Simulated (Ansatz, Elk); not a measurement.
## CsZn4As2P: X-ray structure factors from the self-consistent density

Structure refinements treat a crystal as free atoms side by side. For a made-up structure of CsZn4As2P (cell and positions from a PBE relaxation) the runs below show what the calculated density changes in F(hkl).

Main program and level: Elk 11.2.3 (patched build); DFT, PBE, all-electron APW+lo, Dirac cores, scalar-relativistic bands, static density, no spin.

The structure was built from a prototype and need not be the compound's stable phase.

### Step 1. The structure

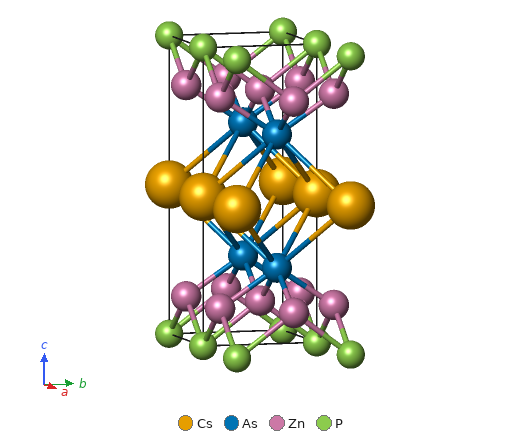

The starting structure, seen slightly off an axis (caesium orange, arsenic blue, zinc pink, phosphorus green). 2×1×1 cells are drawn. Some periodic images of atoms are drawn too.

### Step 2. Ground state and structure factors

An all-electron density is needed, since X-rays see the cores too. Task 0 finds the density and task 195 Fourier-transforms it; tshift is off so that phases refer to the origin typed.

Input file elk.in:

```
tasks
  0
  195

xctype
  20

spinpol
  .false.

rgkmax
  7.0

gmaxvr
  14.0

lmaxo
  7

lmaxapw
  8

swidth
  0.002

tshift
  .false.

ramdisk
  .false.

hmaxvr
  5.5

maxscl
  120

epspot
  1e-06

sppath
  './'

avec
  7.92204175057 -0.00000000000 -0.00000000000
  -0.00000000000 7.92204175057 0.00000000000
  -0.00000000000 0.00000000000 20.03469483634

atoms
  4
  'Cs.in'
  1
  -0.0000000000 -0.0000000000 0.5000000000   0.000000 0.000000 0.000000
  'As.in'
  2
  0.5000000000 0.5000000000 0.7234486700   0.000000 0.000000 0.000000
  0.5000000000 0.5000000000 0.2765513300   0.000000 0.000000 0.000000
  'Zn.in'
  4
  0.5000000000 0.0000000000 0.8540751327   0.000000 0.000000 0.000000
  -0.0000000000 0.5000000000 0.8540751327   0.000000 0.000000 0.000000
  0.5000000000 0.0000000000 0.1459248673   0.000000 0.000000 0.000000
  -0.0000000000 0.5000000000 0.1459248673   0.000000 0.000000 0.000000
  'P.in'
  1
  0.0000000000 0.0000000000 -0.0000000000   0.000000 0.000000 0.000000

ngridk
  5 5 2
```

Launch:

```console
$ OMP_NUM_THREADS=4 elk
```

Numbers of over 12 decimals in the logs are rounded to 6 here.

Output:

```text
┌─────────────────────────┐
│ Elk code version 11.2.3 │
└─────────────────────────┘

All units are atomic (Hartree, Bohr, etc.)

┌─────────────────────────────────────────────────┐
│ Ground-state run starting from atomic densities │
└─────────────────────────────────────────────────┘

Lattice vectors :
   7.922041751      -0.000000000      -0.000000000
  -0.000000000       7.922041751       0.000000000
  -0.000000000       0.000000000       20.03469484

Reciprocal lattice vectors :
  0.7931270126       0.000000000       0.000000000
   0.000000000      0.7931270126       0.000000000
   0.000000000       0.000000000      0.3136152239

Unit cell volume      :    1257.352314
Brillouin zone volume :   0.1972798003

Muffin-tin inner radius fraction :   0.1000000000E-01

Nuclei treated as point charges

Species : 1 (Cs)
 parameters loaded from : Cs.in
 name : caesium
 nuclear charge    :   -55.00000000
 electronic charge :    55.00000000
 atomic mass :    242271.8146
 muffin-tin radius :    2.800000000
 number of radial points in muffin-tin :   1393
 inner part over the whole radius :   0.9975634425E-02
 number on inner part of muffin-tin    :    996
 approximate nuclear radius :   0.9115647269E-04
 number of mesh points to nuclear radius :    503
 atomic positions (lattice), magnetic fields (Cartesian) :
  1 :   0.00000000  0.00000000  0.50000000    0.00000000  0.00000000  0.00000000

Species : 2 (As)
 parameters loaded from : As.in
 name : arsenic
 nuclear charge    :   -33.00000000
 electronic charge :    33.00000000
 atomic mass :    136573.7220
 muffin-tin radius :    2.348746844
 number of radial points in muffin-tin :    993
 inner part over the whole radius :   0.9924673541E-02
 number on inner part of muffin-tin    :    702
 approximate nuclear radius :   0.7712558785E-04
 number of mesh points to nuclear radius :    342
 atomic positions (lattice), magnetic fields (Cartesian) :
  1 :   0.50000000  0.50000000 -0.27655133    0.00000000  0.00000000  0.00000000
  2 :   0.50000000  0.50000000  0.27655133    0.00000000  0.00000000  0.00000000

Species : 3 (Zn)
 parameters loaded from : Zn.in
 name : zinc
 nuclear charge    :   -30.00000000
 electronic charge :    30.00000000
 atomic mass :    119233.3130
 muffin-tin radius :    2.348746844
 number of radial points in muffin-tin :    993
 inner part over the whole radius :   0.9906589020E-02
 number on inner part of muffin-tin    :    701
 approximate nuclear radius :   0.7484757725E-04
 number of mesh points to nuclear radius :    338
 atomic positions (lattice), magnetic fields (Cartesian) :
  1 :   0.50000000  0.00000000 -0.14592487    0.00000000  0.00000000  0.00000000
  2 :   0.00000000  0.50000000 -0.14592487    0.00000000  0.00000000  0.00000000
  3 :   0.50000000  0.00000000  0.14592487    0.00000000  0.00000000  0.00000000
  4 :   0.00000000  0.50000000  0.14592487    0.00000000  0.00000000  0.00000000

Species : 4 (P)
 parameters loaded from : P.in
 name : phosphorus
 nuclear charge    :   -15.00000000
 electronic charge :    15.00000000
 atomic mass :    56461.71230
 muffin-tin radius :    2.200000000
 number of radial points in muffin-tin :    793
 inner part over the whole radius :   0.9987340520E-02
 number on inner part of muffin-tin    :    554
 approximate nuclear radius :   0.6081821256E-04
 number of mesh points to nuclear radius :    248
 atomic positions (lattice), magnetic fields (Cartesian) :
  1 :   0.00000000  0.00000000  0.00000000    0.00000000  0.00000000  0.00000000

Total number of atoms per unit cell :    8
Total muffin-tin volume :    462.2026154
 ratio of muffin-tin to unit cell volume :   0.3675999242

Spin treatment :
 spin-unpolarised

Number of Bravais lattice symmetries :   16
Number of crystal symmetries         :   16
Crystal has inversion symmetry
Real symmetric eigensolver will be used

k-point grid :      5     5     2
k-point offset :    0.000000000       0.000000000       0.000000000
k-point set is reduced with full crystal symmetry group
[...]
Estimated indirect band gap :   0.2324745402E-01
 from k-point 1 to k-point 1
Estimated direct band gap   :   0.2324745402E-01
 at k-point 1

Charges :
 core                        :    130.0000000
 valence                     :    126.0000000
 interstitial                :    11.85118832
 muffin-tins (core leakage)
  species : 1 (Cs)
[...]
species : 2 (As)
[...]
species : 3 (Zn)
[...]
species : 4 (P)
[...]
total in muffin-tins        :    244.1488117
 total calculated charge     :    255.9984876
 total charge                :    256.0000000
 error                       :   0.1512393427E-02

RMS change in Kohn-Sham potential (target) :   0.2366267959     (  0.1000000000E-05)
Absolute change in total energy (target)   :   0.3041596085     (  0.1000000000E-03)

[... loops 3 to 15 left out ...]

┌──────────────────┐
│ Loop number : 16 │
└──────────────────┘

Energies :
 Fermi                       :     0.182358
 sum of occupied eigenvalues :     -11698.694307876
 electron kinetic            :      20578.847291643
 core electron kinetic       :      19114.509674534
 Coulomb                     :     -39747.524449407
 Coulomb potential           :     -31404.894003865
 nuclear-nuclear             :     -2185.6617715271
 electron-nuclear            :     -43763.611025868
 Hartree                     :      6201.7483479880
 Madelung                    :     -24045.077447474
 xc potential                :     -872.64759565336
 exchange                    :     -657.80756124606
 correlation                 :     -12.606818116929
 electron entropic           :    -0.36757166619618E-03
 total energy                :     -19839.091904699

Density of states at Fermi energy :    27.38220893
 (states/Hartree/unit cell)

Estimated indirect band gap :   0.3171868836E-02
 from k-point 7 to k-point 1
Estimated direct band gap   :   0.4041957178E-02
 at k-point 1

Charges :
 core                        :    130.0000000
 valence                     :    126.0000000
 interstitial                :    11.71204815
 muffin-tins (core leakage)
  species : 1 (Cs)
[...]
species : 2 (As)
[...]
species : 3 (Zn)
[...]
species : 4 (P)
[...]
total in muffin-tins        :    244.2879519
 total calculated charge     :    255.9985004
 total charge                :    256.0000000
 error                       :   0.1499613602E-02

RMS change in Kohn-Sham potential (target) :   0.2598915898E-06 (  0.1000000000E-05)
Absolute change in total energy (target)   :   0.4103931497E-04 (  0.1000000000E-03)

Convergence targets achieved

┌──────────────────┐
│ Loop number : 17 │
└──────────────────┘

Energies :
 Fermi                       :     0.182358
 sum of occupied eigenvalues :     -11698.694266191
 electron kinetic            :      20578.847322583
 core electron kinetic       :      19114.509695646
 Coulomb                     :     -39747.524443845
 Coulomb potential           :     -31404.893999751
 nuclear-nuclear             :     -2185.6617715271
 electron-nuclear            :     -43763.611016345
 Hartree                     :      6201.7483440273
 Madelung                    :     -24045.077443969
 xc potential                :     -872.64758902286
 exchange                    :     -657.80756085345
 correlation                 :     -12.606818126278
 electron entropic           :    -0.36757167605390E-03
 total energy                :     -19839.091867813

Density of states at Fermi energy :    27.38221349
 (states/Hartree/unit cell)

Estimated indirect band gap :   0.3171865600E-02
 from k-point 7 to k-point 1
Estimated direct band gap   :   0.4041954217E-02
 at k-point 1

Charges :
 core                        :    130.0000000
 valence                     :    126.0000000
 interstitial                :    11.71204771
 muffin-tins (core leakage)
  species : 1 (Cs)
[...]
species : 2 (As)
[...]
species : 3 (Zn)
[...]
atom 3                    :    28.78802584     (  0.1095905898E-03)
   atom 4                    :    28.78802584     (  0.1095905898E-03)
  species : 4 (P)
   atom 1                    :    13.32075202     (  0.3087711512E-03)
 total in muffin-tins        :    244.2879523
 total calculated charge     :    255.9985004
 total charge                :    256.0000000
 error                       :   0.1499613723E-02

┌──────────────────────────────┐
│ Self-consistent loop stopped │
└──────────────────────────────┘

Warning : core states of species 2 leak from the muffin-tin :   0.1951920196E-03

Warning : core states of species 3 leak from the muffin-tin :   0.1095905898E-03

Warning : core states of species 4 leak from the muffin-tin :   0.3087711512E-03

Wrote STATE.OUT
```

The job ended after 76 s (4 threads of AMD EPYC 7R32 (Zen 2), shared host; peak memory 0.39 GiB; 3 min of CPU time).

SFACRHO.OUT:

```text

h k l indices transformed by vhmat matrix:
   1.000000000       0.000000000       0.000000000    
   0.000000000       1.000000000       0.000000000    
   0.000000000       0.000000000       1.000000000    

      h      k      l  multipl.   |H|            Re(F)            Im(F)           |F|

      0      0      0      1   0.0000000       256.00000      0.24723287E-15   256.00000    
      0      0     -1      2  0.31361522       21.722254     -0.34798136E-13   21.722254    
      0      0     -2      2  0.62723045      -23.217228      0.52486649E-13   23.217228    
      1      0      0      4  0.79312701       2.3205236      0.13305561E-13   2.3205236    
      1      0     -1      8  0.85288039      -26.463981     -0.26092277E-13   26.463981    
      0      0      3      2  0.94084567      -105.64902      0.10136518E-12   105.64902    
      1      0     -2      8   1.0111718       112.57844      0.52460488E-13   112.57844    
      1     -1      0      4   1.1216510       11.278570     -0.79332457E-14   11.278570    
      1      1     -1      8   1.1646697      -104.61026     -0.17377868E-13   104.61026    
     -1      0      3      8   1.2305450      -59.884130      0.83925673E-13   59.884130    
      0      0      4      2   1.2544609       12.324622     -0.10040078E-12   12.324622    
     -1     -1      2      8   1.2851144       30.241761     -0.34925718E-13   30.241761    
     -1     -1     -3      8   1.4639985       78.172533     -0.78411199E-13   78.172533    
      1      0     -4      8   1.4841572       12.508742      0.87371151E-13   12.508742    
      0      0     -5      2   1.5680761      -80.307022     -0.26039964E-13   80.307022    
      0      2      0      4   1.5862540       191.10855     -0.23245086E-13   191.10855    
     -2      0      1      8   1.6169590       14.907167      0.21785005E-13   14.907167    
      1     -1     -4      8   1.6827873       164.47234      0.74263693E-13   164.47234
```

Elk indexes on the primitive cell of elk.in and gives |H| = 4π sin θ/λ in inverse bohr. Below, one row stands for each form hkl of the conventional cell (m members, Friedel mates merged), F is for one primitive cell and the density is static (no thermal factor). Free-atom factors are Waasmaier and Kirfel's, and R is Σm||F|−|F'||/Σm|F|.

| hkl | m | sin θ/λ (Å⁻¹) | abs F, DFT | neutral atoms | diff. |
| --- | --- | --- | --- | --- | --- |
| 001 | 2 | 0.047 | 21.722 | 21.794 | -0.071 |
| 002 | 2 | 0.094 | 23.217 | 23.038 | +0.179 |
| 100 | 4 | 0.119 | 2.321 | 2.598 | -0.277 |
| 101 | 8 | 0.128 | 26.464 | 26.771 | -0.307 |
| 003 | 2 | 0.141 | 105.649 | 106.229 | -0.580 |
| 102 | 8 | 0.152 | 112.578 | 112.034 | +0.544 |
| 110 | 4 | 0.169 | 11.279 | 10.424 | +0.855 |
| 111 | 8 | 0.175 | 104.610 | 104.966 | -0.356 |
| 103 | 8 | 0.185 | 59.884 | 59.955 | -0.071 |
| 004 | 2 | 0.189 | 12.325 | 11.736 | +0.589 |
| 112 | 8 | 0.193 | 30.242 | 30.267 | -0.025 |
| 113 | 8 | 0.220 | 78.172 | 78.859 | -0.686 |
| 104 | 8 | 0.223 | 12.509 | 12.380 | +0.128 |
| 005 | 2 | 0.236 | 80.307 | 80.600 | -0.293 |

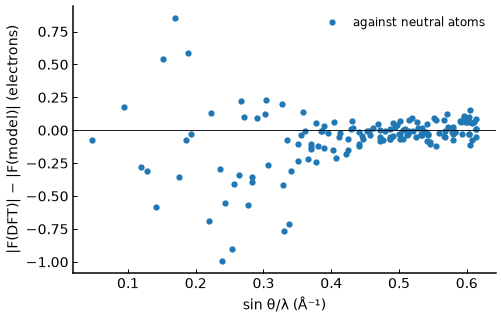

Difference between the calculated structure factors and the independent-atom ones.

### Step 3. The highest occupied states alone

An energy window below the Fermi level keeps the highest occupied states, to see at which angles they scatter; shallow core shells can lie inside it and anion s states outside. No new self-consistency is needed.

Edit elk.in of step 2 so:

```diff
@@ -1,3 +1,2 @@
 tasks
-  0
   195
@@ -40,2 +39,5 @@
 
+wsfac
+  -0.258630 0.482360
+
 sppath
```

Launch:

```console
$ OMP_NUM_THREADS=4 elk
```

Output:

```text
┌─────────────────────────────────┐
│ Elk code version 11.2.3 started │
└─────────────────────────────────┘

Info(readinput): the functional depends on the density's gradient
 muffin-tin radial points multiplied by    2.00000
 (not where nrmtscf is given)

┌────────────────────┐
│ Current task : 195 │
└────────────────────┘
Info(checkmt): changed muffin-tin radius of species 2 (As) from   2.4000 to   2.3487
Info(checkmt): changed muffin-tin radius of species 3 (Zn) from   2.4000 to   2.3487

Info(sfacrho): density structure factors written to SFACRHO.OUT

 Energy window :  -0.2586300000      0.4823600000

┌──────────────────┐
│ Elk code stopped │
└──────────────────┘
```

It took 31 s on 4 threads; peak memory 0.28 GiB; 36 s of CPU time.

States within 12 eV below the Fermi level hold 69.96 electrons; any levels below the window count with the cores. Their amplitudes can exceed the total, where window and core parts have opposite phase:

| hkl | sin θ/λ (Å⁻¹) | abs F, window | abs F, all |
| --- | --- | --- | --- |
| 001 | 0.047 | 25.032 | 21.722 |
| 002 | 0.094 | 9.605 | 23.217 |
| 100 | 0.119 | 0.719 | 2.321 |
| 101 | 0.128 | 0.477 | 26.464 |
| 003 | 0.141 | 31.855 | 105.649 |
| 102 | 0.152 | 8.312 | 112.578 |
| 110 | 0.169 | 26.498 | 11.279 |
| 111 | 0.175 | 20.527 | 104.610 |
| 103 | 0.185 | 1.253 | 59.884 |
| 004 | 0.189 | 22.602 | 12.325 |

### Step 4. Another functional

The difference from free atoms is small, so it is set against the change that LDA (Perdew-Wang) makes.

Edit elk.in of step 3 so:

```diff
@@ -1,2 +1,3 @@
 tasks
+  0
   195
@@ -4,3 +5,3 @@
 xctype
-  20
+  3
 
@@ -39,5 +40,2 @@
 
-wsfac
-  -0.258630 0.482360
-
 sppath
```

Launch:

```console
$ OMP_NUM_THREADS=4 elk
```

Output:

```text
┌─────────────────────────┐
│ Elk code version 11.2.3 │
└─────────────────────────┘

All units are atomic (Hartree, Bohr, etc.)

┌─────────────────────────────────────────────────┐
│ Ground-state run starting from atomic densities │
└─────────────────────────────────────────────────┘

Lattice vectors :
   7.922041751      -0.000000000      -0.000000000
  -0.000000000       7.922041751       0.000000000
  -0.000000000       0.000000000       20.03469484

Reciprocal lattice vectors :
  0.7931270126       0.000000000       0.000000000
[...]
species : 4 (P)
   atom 1                    :    13.30577741     (  0.3071221137E-03)
 total in muffin-tins        :    244.3294489
 total calculated charge     :    255.9984882
 total charge                :    256.0000000
 error                       :   0.1511821847E-02

┌──────────────────────────────┐
│ Self-consistent loop stopped │
└──────────────────────────────┘

Warning : core states of species 2 leak from the muffin-tin :   0.1943341674E-03

Warning : core states of species 3 leak from the muffin-tin :   0.1112647729E-03

Warning : core states of species 4 leak from the muffin-tin :   0.3071221137E-03

Wrote STATE.OUT
[key lines of the parts left out:]
total energy                :     -19815.155542118
```

The job ended after 46 s (4 threads; peak memory 0.3 GiB; 1.8 min of CPU time).

Against the first run R = 0.06 %; the largest change is -0.097 at 400.

### Step 5. Basis size

The basis and the expansions that go with it are enlarged, to see whether the differences are converged.

Edit elk.in of step 4 so:

```diff
@@ -5,3 +5,3 @@
 xctype
-  3
+  20
 
@@ -11,12 +11,12 @@
 rgkmax
-  7.0
+  8.5
 
 gmaxvr
-  14.0
+  18.0
 
 lmaxo
-  7
+  9
 
 lmaxapw
-  8
+  10
```

Launch:

```console
$ OMP_NUM_THREADS=4 elk
```

Output:

```text
┌─────────────────────────┐
│ Elk code version 11.2.3 │
└─────────────────────────┘

All units are atomic (Hartree, Bohr, etc.)

┌─────────────────────────────────────────────────┐
│ Ground-state run starting from atomic densities │
└─────────────────────────────────────────────────┘

Lattice vectors :
   7.922041751      -0.000000000      -0.000000000
  -0.000000000       7.922041751       0.000000000
  -0.000000000       0.000000000       20.03469484

Reciprocal lattice vectors :
  0.7931270126       0.000000000       0.000000000
[...]
species : 4 (P)
   atom 1                    :    13.32520239     (  0.3090590536E-03)
 total in muffin-tins        :    244.3312359
 total calculated charge     :    255.9987662
 total charge                :    256.0000000
 error                       :   0.1233793028E-02

┌──────────────────────────────┐
│ Self-consistent loop stopped │
└──────────────────────────────┘

Warning : core states of species 2 leak from the muffin-tin :   0.1950432143E-03

Warning : core states of species 3 leak from the muffin-tin :   0.1095663338E-03

Warning : core states of species 4 leak from the muffin-tin :   0.3090590536E-03

Wrote STATE.OUT
[key lines of the parts left out:]
total energy                :     -19839.130995356
```

Elapsed: 3.1 min, on 4 threads; peak memory 0.76 GiB.

Against the first run R = 0.01 %; the largest change is -0.017 at 207.

### Step 6. Settings against the effect

| run | R against the first run (%) | R against neutral atoms, low angle (%) | wall time |
| --- | --- | --- | --- |
| PBE, rgkmax 7 | 0.00 | 0.66 | 76 s |
| LDA (Perdew-Wang) | 0.06 | 0.66 | 46 s |
| rgkmax 8.5 with larger expansions | 0.01 | 0.66 | 3.1 min |

### Step 7. Results

```yaml
r_against_neutral_atoms_sin_theta_lambda_0p3_a_minus1: 0.66 %
r_against_neutral_atoms_0p3_to_0p61_a_minus1: 0.17 %
```

Independent neutral atoms miss the calculated amplitudes by R = 0.66 % below 0.3 Å⁻¹ and 0.17 % from there to 0.61 Å⁻¹; by shells, 1.00 % below 0.15 Å⁻¹ (5 forms), 0.64 % 0.15 to 0.3 (20 forms), 0.26 % 0.3 to 0.45 (42 forms), 0.13 % above 0.45 (82 forms). Bonding, aspherical density and the tables' own atoms all enter these figures, and the runs don't part them. The largest change of an amplitude is -0.99 electrons, at 200. Weak lines can change much in proportion: 210 goes from 1.14 to 1.36. The window's part falls from 70.0 electrons at the origin to at most 11.34 between 0.45 and 0.61 Å⁻¹, where compact states inside the window still scatter. The window holds more than the 64 outer electrons of the free atoms, so shallow core shells lie inside it. Below 0.3 Å⁻¹ the changes that finished (LDA (Perdew-Wang) and rgkmax 8.5 with larger expansions) move F by R = 0.02 % at most, against the 0.66 % that separates it from free atoms. The k-mesh has no finished test. Part of the difference isn't bonding: the tables are fits to free atoms and ions calculated by other methods than this functional. Thermal motion, anomalous dispersion and extinction are left out.

[Logs are printed without paths, hosts, clocks, repeated set-up lines and the standing remarks that a program may print on its own settings, such as how far it seeks lower states.]

[Hosts, paths, dates, database ids (printed as entryN), source tags and the programs' standing remarks are cut or masked in the printed files.]
